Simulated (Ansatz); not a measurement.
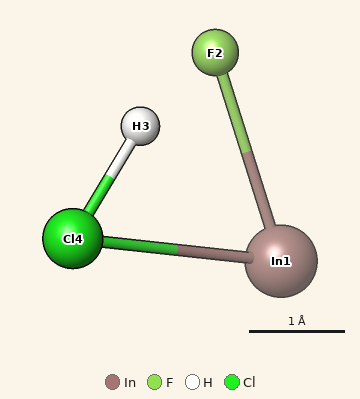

*The starting structure (ball-and-stick view, seen at a tilt; atoms are numbered from 1 in the order of the input). Sticks mark near contacts.*

Bond lengths as drawn: Cl–H 1.44 Å, Cl–In 2.63 Å and F–In 2.36 Å.

## Geometry relaxation of InHClF

- system: InHClF
- method: RKS PBE0-D4/def2-SVP (Ansatz 0.2.0)

The input holds or restrains some coordinates. Figures and captions count atoms from 1; the log counts them from 0 in places.

## Output
```
Functional definition: PBE0
  name "PBE0"
  cite "Adamo & Barone, J. Chem. Phys. 110, 6158 (1999) doi:10.1063/1.478522"
  cite "Perdew, Burke & Ernzerhof, Phys. Rev. Lett. 77, 3865 (1996) doi:10.1103/PhysRevLett.77.3865"
  parent pbe
  parameter a = 0.25
  parameter kappa = 0.804
  parameter beta = 0.06672455060314922
  exchange = (1 - a)*pbe_x(kappa = kappa, mu = beta*pi^2/3) + a*exact_x
  correlation = pbe_c(beta = beta)
741 factors; integrals over basis functions are off by at most 2.8e-4 eV
mean field evaluation 1: about -20416.8111 eV, gradient 3.4e1 eV
mean field evaluation 2: about -20409.8910 eV, gradient 7.3e1 eV
mean field evaluation 4: about -20418.8228 eV, gradient 2.4e0 eV
mean field evaluation 8: about -20418.8549 eV, gradient 5.8e-2 eV
mean field evaluation 16: about -20418.8549 eV, gradient 1.4e-5 eV
mean field -20418.85493662 eV, -750.3790785237 hartree, gradient 1.4e-5 eV, S^2 0.000000; 0 other end points of the search recorded, 0 dependent functions left out
the calculation of the forces begins
reference -20418.85496210 eV, -750.3790794601 hartree; 24, 24 occupied and 39, 39 virtual orbitals, 741 factors
relax step   1: F+E_penalty+E_count = -20418.92272333 eV  Δ(F+E_penalty+E_count) = +0.000e0 eV  max|allowed force component| = 1.172e0 eV/Å  Δτ_max = 0.0000 Å  (25 SCF iters, accepted)
  distance F 1 - H 2 held at 1.205035 Å   reaction = +1.5513e0 eV/Å
  distance In 0 - F 1 held at 2.362644 Å   reaction = +7.1227e-1 eV/Å
  distance In 0 - H 2 held at 2.286247 Å   reaction = -8.8302e-1 eV/Å
these checks for a lower state are left out or cut short: starts, cluster_reference, orbital_swaps, neighbouring_geometries, increment
741 factors; integrals over basis functions are off by at most 2.9e-4 eV
mean field -20418.91164659 eV, -750.3811625769 hartree, gradient 7.5e-6 eV, S^2 0.000000; 0 other end points of the search recorded, 0 dependent functions left out
the calculation of the forces begins
reference -20418.91167218 eV, -750.3811635171 hartree; 24, 24 occupied and 39, 39 virtual orbitals, 741 factors
relax step   2: F+E_penalty+E_count = -20418.97973286 eV  Δ(F+E_penalty+E_count) = -5.701e-2 eV  max|allowed force component| = 4.990e-1 eV/Å  Δτ_max = 0.0459 Å  (29 SCF iters, accepted)
  distance F 1 - H 2 held at 1.205035 Å   reaction = +1.5267e0 eV/Å
  distance In 0 - F 1 held at 2.362644 Å   reaction = +7.8156e-1 eV/Å
  distance In 0 - H 2 held at 2.286247 Å   reaction = -8.0771e-1 eV/Å
these checks for a lower state are left out or cut short: starts, cluster_reference, orbital_swaps, neighbouring_geometries, increment
741 factors; integrals over basis functions are off by at most 2.8e-4 eV
mean field -20418.93103674 eV, -750.3818751518 hartree, gradient 7.5e-6 eV, S^2 0.000000; 0 other end points of the search recorded, 0 dependent functions left out
the calculation of the forces begins
reference -20418.93106235 eV, -750.3818760927 hartree; 24, 24 occupied and 39, 39 virtual orbitals, 741 factors
relax step   3: F+E_penalty+E_count = -20418.99898889 eV  Δ(F+E_penalty+E_count) = -1.926e-2 eV  max|allowed force component| = 9.908e-2 eV/Å  Δτ_max = 0.0298 Å  (29 SCF iters, accepted)
  distance F 1 - H 2 held at 1.205035 Å   reaction = +1.6771e0 eV/Å
  distance In 0 - F 1 held at 2.362644 Å   reaction = +7.2882e-1 eV/Å
  distance In 0 - H 2 held at 2.286247 Å   reaction = -7.8629e-1 eV/Å
these checks for a lower state are left out or cut short: starts, cluster_reference, orbital_swaps, neighbouring_geometries, increment
741 factors; integrals over basis functions are off by at most 2.8e-4 eV
mean field evaluation 32: about -20418.9169 eV, gradient 3.5e-3 eV
mean field -20418.93300737 eV, -750.3819475708 hartree, gradient 7.8e-6 eV, S^2 0.000000; 0 other end points of the search recorded, 0 dependent functions left out
the calculation of the forces begins
reference -20418.93303296 eV, -750.3819485114 hartree; 24, 24 occupied and 39, 39 virtual orbitals, 741 factors
relax step   4: F+E_penalty+E_count = -20419.00081690 eV  Δ(F+E_penalty+E_count) = -1.828e-3 eV  max|allowed force component| = 3.978e-3 eV/Å  Δτ_max = 0.0145 Å  (29 SCF iters, accepted)
  distance F 1 - H 2 held at 1.205035 Å   reaction = +1.7704e0 eV/Å
  distance In 0 - F 1 held at 2.362644 Å   reaction = +6.8484e-1 eV/Å
  distance In 0 - H 2 held at 2.286247 Å   reaction = -7.8509e-1 eV/Å
```

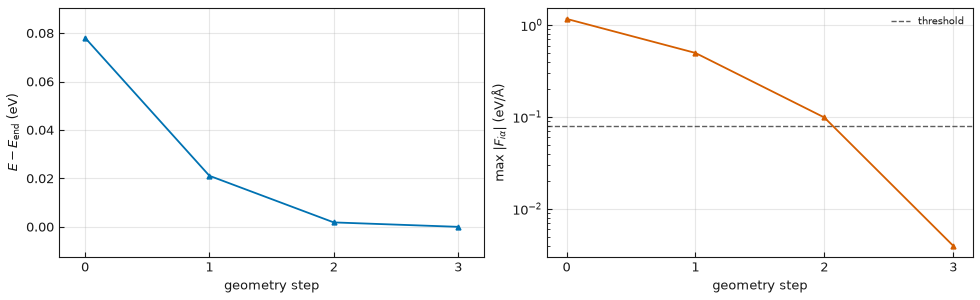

*Progress of the restrained relaxation, step by step (the first geometry is step 0 here and step 1 in the log).*

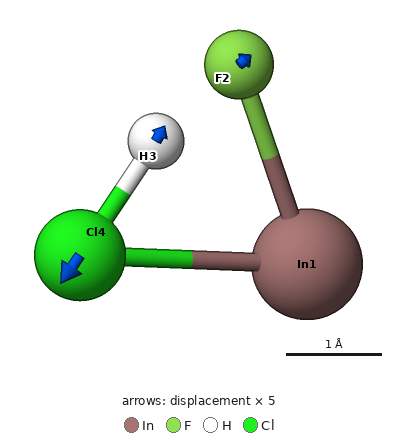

*The starting structure with the displacements as blue arrows, magnified 5 times (ball-and-stick view, seen at a tilt). The two geometries are laid on each other by the best rigid fit.*

The atom that moves furthest after the best rigid fit is Cl4 (0.074 Å). By element the largest moves are Cl 0.074 Å, H 0.039 Å, F 0.036 Å, In 0.008 Å. Among the contacts that change: H3–Cl4 1.445 → 1.557 Å, In1–Cl4 2.631 → 2.663 Å. Among the angles that change: F2–In1–Cl4 63.2° → 65.6°. Over 3 geometry steps the energy falls by 0.078 eV. Largest force component: 1.2 eV/Å at the start, 0.004 eV/Å at the end. (Atoms are counted from 1 in the order of the input.)

```
741 factors; integrals over basis functions are off by at most 2.8e-4 eV
mean field -20418.93300737 eV, -750.3819475708 hartree, gradient 7.8e-6 eV, S^2 0.000000; 1 other end points of the search recorded, 0 dependent functions left out
the calculation of the forces begins
reference -20418.93303296 eV, -750.3819485114 hartree; 24, 24 occupied and 39, 39 virtual orbitals, 741 factors
Total energy: -20419.00084250 eV, -750.3844404659 hartree
Atom 0 at    -1.291808    -0.948585     0.279206 Å, force    -0.080384    -0.318908    -0.217964 eV/Å
Atom 1 at     0.623008    -0.559045    -1.048886 Å, force    -0.651193     1.153887     1.617586 eV/Å
Atom 2 at     0.556323     0.304714    -0.211280 Å, force     0.728632    -0.836031    -1.402253 eV/Å
Atom 3 at     0.112478     1.202915     0.981060 Å, force     0.002945     0.001052     0.002631 eV/Å
Dipole moment:    -0.524894    -0.363398     0.134219 e Å
```

## Trajectory as extended XYZ (Å, eV, eV/Å), 4 frames, from step=1 to step=4
```
4
Properties=species:S:1:pos:R:3:forces:R:3 step=1 energy=-20418.92272
In   -1.2986   -0.9519    0.2816   -0.0458  -0.4603  -0.3683
F     0.6258   -0.5333   -1.0236   -0.7235   0.4463   1.0089
H     0.5387    0.3266   -0.1839    1.0360  -1.0383  -1.8130
Cl    0.1341    1.1586    0.9260   -0.2667   1.0522   1.1724
4
Properties=species:S:1:pos:R:3:forces:R:3 step=2 energy=-20418.97973
In   -1.3012   -0.9674    0.2706    0.0564  -0.2420  -0.2694
F     0.6226   -0.5417   -1.0334   -0.7483   0.6934   1.2915
H     0.5373    0.3121   -0.1873    0.9126  -0.7864  -1.5211
Cl    0.1413    1.1970    0.9502   -0.2208   0.3350   0.4990
4
Properties=species:S:1:pos:R:3:forces:R:3 step=3 energy=-20418.99899
In   -1.2958   -0.9574    0.2745   -0.0161  -0.2651  -0.2227
F     0.6235   -0.5548   -1.0433   -0.6985   1.0234   1.5238
H     0.5476    0.3073   -0.2047    0.7942  -0.7942  -1.4002
Cl    0.1248    1.2049    0.9737   -0.0795   0.0358   0.0991
4
Properties=species:S:1:pos:R:3:forces:R:3 step=4 energy=-20419.00082
In   -1.2918   -0.9486    0.2792   -0.0804  -0.3189  -0.2180
F     0.6230   -0.5590   -1.0489   -0.6512   1.1539   1.6176
H     0.5563    0.3047   -0.2113    0.7286  -0.8360  -1.4023
Cl    0.1125    1.2029    0.9811    0.0029   0.0011   0.0026
```

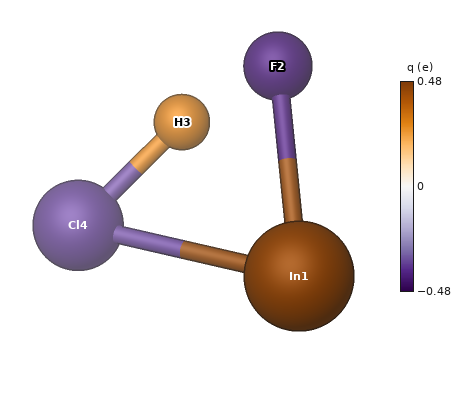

*Mulliken charges, as the colour of each atom (ball-and-stick view, seen at a tilt; atoms are numbered from 1 in the order of the input).*

By element: In +0.45, F −0.41, H +0.31 and Cl −0.36 e.

This output came from the following input.

## Input file
```yaml
crystal:
  periodic: [false, false, false]
  atoms:
    - {symbol: In, position_ang: [-1.298600, -0.951900, 0.281600]}
    - {symbol: F, position_ang: [0.625800, -0.533300, -1.023600]}
    - {symbol: H, position_ang: [0.538700, 0.326600, -0.183900]}
    - {symbol: Cl, position_ang: [0.134100, 1.158600, 0.926000]}
basis:
  gaussian: {orbitals: def2-SVP}
hamiltonian: {xc: pbe0, dispersion: d4}
relax: {f_tol: 0.08, max_steps: 120, escape_saddle: false, constraints: [{distance: [1, 2]}, {distance: [0, 1]}, {distance: [0, 2]}]}
```

Launched with:
```bash
ansatz run in.yaml --threads 2 --pin off --events-out ev --progress --plain --max-ram 4352MiB
```

## Results in brief

```tsv
quantity	value
outcome	converged under the restraints of the input
total energy	−20419.0008 eV
mean-field energy	−20418.9330 eV
dispersion energy	−0.0678 eV
SCF solution under orbital rotations	stable
largest force (length of the vector) at the end, held atoms and coordinates included	2.091 eV/Å
dipole moment	3.13 D
hardware	2 threads of Arm Neoverse V1, 23 GiB of memory available, shared host
wall time	7 s (CPU time 12 s)
peak memory	0.13 GiB
```
